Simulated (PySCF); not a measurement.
## MoNH$_{2}$O$_{2}$: single-point calculation

MoNH$_{2}$O$_{2}$, multiplicity 2, computed with UKS-based PBE0, Mo def2-TZVP with ECP28, N def2-TZVP, O def2-TZVP, H def2-TZVP; non-relativistic Hamiltonian with a scalar-relativistic core potential; density fitting (PySCF 2.14.0).

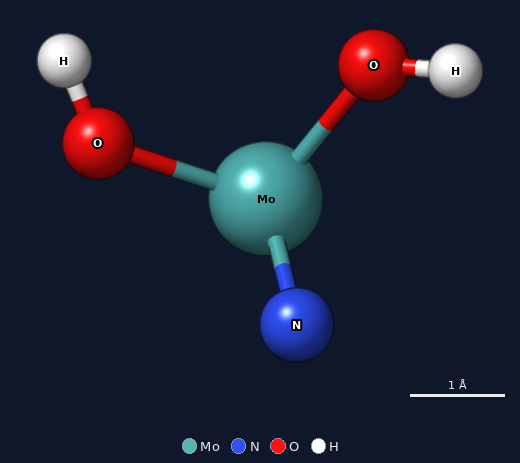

Figure 1. The structure as given in the input (ball-and-stick view, seen at a tilt). Sticks mark near contacts. Bond lengths as drawn: H–O 0.96 Å, Mo–N 1.81 Å and Mo–O 2.01 Å.

**Input file**
```python
from pyscf import gto, scf, dft
mol = gto.M(atom='''
Mo     0.000000     0.000000     0.000000
N      1.598100     0.000000     0.849700
O     -0.887400     1.537000     0.943600
O     -0.887400    -1.537000     0.943600
H     -0.522900     2.376500     1.233300
H     -1.796700    -1.641100     1.233300''',
    basis={'Mo': 'def2-TZVP', 'N': 'def2-TZVP', 'O': 'def2-TZVP', 'H': 'def2-TZVP'},
    ecp={'Mo': 'def2-TZVP'},
    charge=0, spin=1)
mf = dft.UKS(mol, xc='PBE0')
mf.grids.atom_grid = (50, 194)
aux = {'Mo': 'def2-universal-JKFIT', 'N': 'def2-universal-JKFIT', 'O': 'def2-universal-JKFIT', 'H': 'def2-universal-JKFIT'}
mf = mf.density_fit(auxbasis=aux)
mf.conv_tol = 1e-08
mf.diis_space = 10
mf.max_cycle = 60
mf.init_guess = 'minao'
mf.verbose = 4
mf.kernel()
```

The script is an equivalent of the set-up of the self-consistent field. The run itself was carried out by a driver, which started from the orbitals of the step before it where there was one and computed the further properties.

Hardware: 4 threads of Arm Neoverse V2, 24 GiB of memory available, shared host.

Launch command:
```bash
OMP_NUM_THREADS=4 python axn.py task.json out
```

**The program's output**
```
init E= -267.689086514722
  alpha nocc = 20  HOMO = -0.409098437094702  LUMO = -0.370447167473628
  beta  nocc = 19  HOMO = -0.52725144022826  LUMO = -0.409098437094702
cycle= 1 E= -274.128952661591  delta_E= -6.44  |g|= 0.887  |ddm|= 2.83
  alpha nocc = 20  HOMO = -0.0950570132868107  LUMO = -0.0200665304399021
  beta  nocc = 19  HOMO = -0.105238775382956  LUMO = -0.0887303968561256
  HOMO = -0.0950570132868  LUMO = -0.0887303968561  gap/eV = 0.17216
cycle= 2 E= -270.329577414215  delta_E=  3.8  |g|= 2.95  |ddm|= 2.01
  alpha nocc = 20  HOMO = -0.141751755714861  LUMO = -0.0165571449781474
  beta  nocc = 19  HOMO = -0.207737082084134  LUMO = -0.0523702904055696
  HOMO = -0.141751755715  LUMO = -0.0523702904056  gap/eV = 2.43219
cycle= 3 E= -274.319329509077  delta_E= -3.99  |g|= 0.498  |ddm|= 1.79
  alpha nocc = 20  HOMO = -0.273563241497266  LUMO = -0.128358395603641
  beta  nocc = 19  HOMO = -0.275258208598642  LUMO = -0.142414322309908
  HOMO = -0.273563241497  LUMO = -0.14241432231  gap/eV = 3.56874
cycle= 4 E= -274.145503196095  delta_E= 0.174  |g|= 0.841  |ddm|= 0.651
  alpha nocc = 20  HOMO = -0.253045058739339  LUMO = -0.114230570705267
  beta  nocc = 19  HOMO = -0.294593248540027  LUMO = -0.12732545165134
  HOMO = -0.253045058739  LUMO = -0.127325451651  gap/eV = 3.42100
cycle= 5 E= -274.424870554407  delta_E= -0.279  |g|= 0.187  |ddm|= 0.441
  alpha nocc = 20  HOMO = -0.243016589688093  LUMO = -0.0937139808632451
  beta  nocc = 19  HOMO = -0.275644421963577  LUMO = -0.109124889752786
  HOMO = -0.243016589688  LUMO = -0.109124889753  gap/eV = 3.64338
cycle= 6 E= -274.440858519428  delta_E= -0.016  |g|= 0.0381  |ddm|= 0.128
  alpha nocc = 20  HOMO = -0.243296648406279  LUMO = -0.0919347381824698
  beta  nocc = 19  HOMO = -0.279133504318993  LUMO = -0.104434837336938
  HOMO = -0.243296648406  LUMO = -0.104434837337  gap/eV = 3.77862
cycle= 7 E= -274.441645892152  delta_E= -0.000787  |g|= 0.0255  |ddm|= 0.041
  alpha nocc = 20  HOMO = -0.244443696692294  LUMO = -0.0922860366039216
  beta  nocc = 19  HOMO = -0.280428755472187  LUMO = -0.103111948572416
  HOMO = -0.244443696692  LUMO = -0.103111948572  gap/eV = 3.84583
cycle= 8 E= -274.442099255752  delta_E= -0.000453  |g|= 0.0118  |ddm|= 0.0239
  alpha nocc = 20  HOMO = -0.245242217969974  LUMO = -0.0920105783285213
  beta  nocc = 19  HOMO = -0.282292219728703  LUMO = -0.101873868351291
  HOMO = -0.24524221797  LUMO = -0.101873868351  gap/eV = 3.90125
cycle= 9 E= -274.442463488187  delta_E= -0.000364  |g|= 0.00752  |ddm|= 0.0271
  alpha nocc = 20  HOMO = -0.246201901029441  LUMO = -0.0919729692079838
  beta  nocc = 19  HOMO = -0.284547362018825  LUMO = -0.100569219546661
  HOMO = -0.246201901029  LUMO = -0.100569219547  gap/eV = 3.96287
cycle= 10 E= -274.442870126986  delta_E= -0.000407  |g|= 0.00556  |ddm|= 0.0353
  alpha nocc = 20  HOMO = -0.246495658160821  LUMO = -0.0911663857437032
  beta  nocc = 19  HOMO = -0.286560746509672  LUMO = -0.099198282338574
  HOMO = -0.246495658161  LUMO = -0.0991982823386  gap/eV = 4.00817
cycle= 11 E= -274.443254240692  delta_E= -0.000384  |g|= 0.00559  |ddm|= 0.0381
  alpha nocc = 20  HOMO = -0.246608768803622  LUMO = -0.0896190559641001
  beta  nocc = 19  HOMO = -0.288908309091222  LUMO = -0.0976818675035979
  HOMO = -0.246608768804  LUMO = -0.0976818675036  gap/eV = 4.05251
cycle= 12 E= -274.443593265229  delta_E= -0.000339  |g|= 0.00441  |ddm|= 0.0425
  alpha nocc = 20  HOMO = -0.246451084045763  LUMO = -0.0867294946976419
  beta  nocc = 19  HOMO = -0.291742279508322  LUMO = -0.0959494752283614
  HOMO = -0.246451084046  LUMO = -0.0959494752284  gap/eV = 4.09536
cycle= 13 E= -274.443835067084  delta_E= -0.000242  |g|= 0.00186  |ddm|= 0.0584
  alpha nocc = 20  HOMO = -0.246462758563229  LUMO = -0.0861242245301817
  beta  nocc = 19  HOMO = -0.292232791729285  LUMO = -0.0957156854887038
  HOMO = -0.246462758563  LUMO = -0.0957156854887  gap/eV = 4.10204
cycle= 14 E= -274.443845475716  delta_E= -1.04e-05  |g|= 0.000595  |ddm|= 0.0115
  alpha nocc = 20  HOMO = -0.246467081444699  LUMO = -0.0860986386236106
  beta  nocc = 19  HOMO = -0.292149896945156  LUMO = -0.0957271493168246
  HOMO = -0.246467081445  LUMO = -0.0957271493168  gap/eV = 4.10184
cycle= 15 E= -274.443845996096  delta_E= -5.2e-07  |g|= 0.000363  |ddm|= 0.00183
  alpha nocc = 20  HOMO = -0.246518256345173  LUMO = -0.0860384606428867
  beta  nocc = 19  HOMO = -0.292367721058789  LUMO = -0.0956594164047772
  HOMO = -0.246518256345  LUMO = -0.0956594164048  gap/eV = 4.10508
cycle= 16 E= -274.443846332867  delta_E= -3.37e-07  |g|= 0.000565  |ddm|= 0.0027
  alpha nocc = 20  HOMO = -0.246469613049573  LUMO = -0.0859775697611519
  beta  nocc = 19  HOMO = -0.292319681839574  LUMO = -0.0956841439063167
  HOMO = -0.24646961305  LUMO = -0.0956841439063  gap/eV = 4.10308
cycle= 17 E= -274.443846641117  delta_E= -3.08e-07  |g|= 0.000171  |ddm|= 0.00135
  alpha nocc = 20  HOMO = -0.246479521419371  LUMO = -0.0859548277303085
  beta  nocc = 19  HOMO = -0.292371250890634  LUMO = -0.0956792293980192
  HOMO = -0.246479521419  LUMO = -0.095679229398  gap/eV = 4.10348
cycle= 18 E= -274.443846714032  delta_E= -7.29e-08  |g|= 8.9e-05  |ddm|= 0.000775
  alpha nocc = 20  HOMO = -0.246473871396837  LUMO = -0.085937871169237
  beta  nocc = 19  HOMO = -0.292376745219789  LUMO = -0.0956760537795668
  HOMO = -0.246473871397  LUMO = -0.0956760537796  gap/eV = 4.10342
cycle= 19 E= -274.44384672787  delta_E= -1.38e-08  |g|= 7.4e-05  |ddm|= 0.000292
  alpha nocc = 20  HOMO = -0.246473433378313  LUMO = -0.0859341603993405
  beta  nocc = 19  HOMO = -0.292381793027214  LUMO = -0.0956775934955205
  HOMO = -0.246473433378  LUMO = -0.0956775934955  gap/eV = 4.10336
cycle= 20 E= -274.443846732098  delta_E= -4.23e-09  |g|= 3.31e-05  |ddm|= 0.000117
  alpha nocc = 20  HOMO = -0.246472205259106  LUMO = -0.0859330854973103
  beta  nocc = 19  HOMO = -0.292384675655779  LUMO = -0.0956773520280839
  HOMO = -0.246472205259  LUMO = -0.0956773520281  gap/eV = 4.10334
```

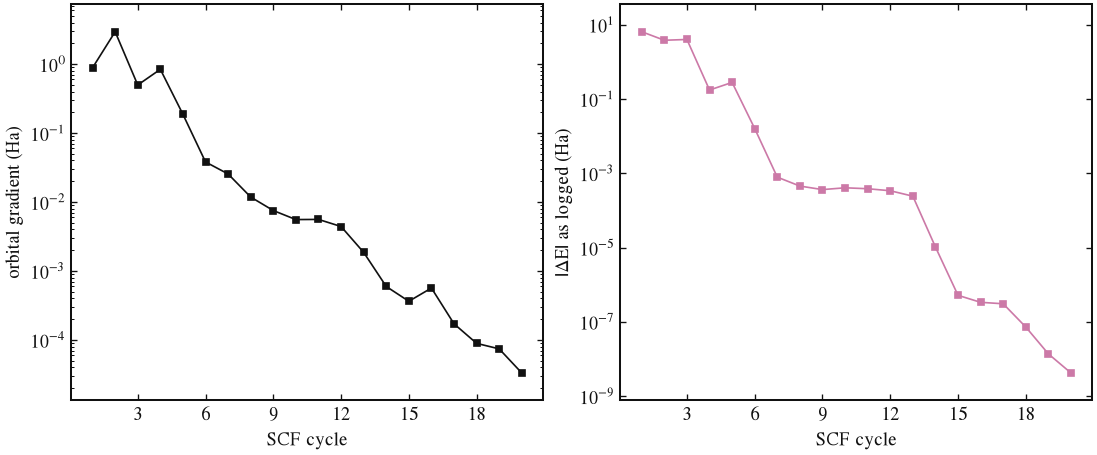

Figure 2. Convergence of the self-consistent field: orbital gradient and size of the energy change against the SCF cycle. The residual comes down, with one marked jump up, by a factor of about 3, at step 2.

```
Extra cycle  E= -274.443846729674  delta_E= 2.42e-09  |g|= 9.69e-05  |ddm|= 8.21e-05
converged SCF energy = -274.443846729674  <S^2> = 0.97337143  2S+1 = 2.2121224
```

**Key numbers**

```csv
quantity,value
outcome,converged
SCF energy,−274.443847 hartree
wall time,32 s (CPU time 1.7 min)
peak memory,0.79 GiB
```
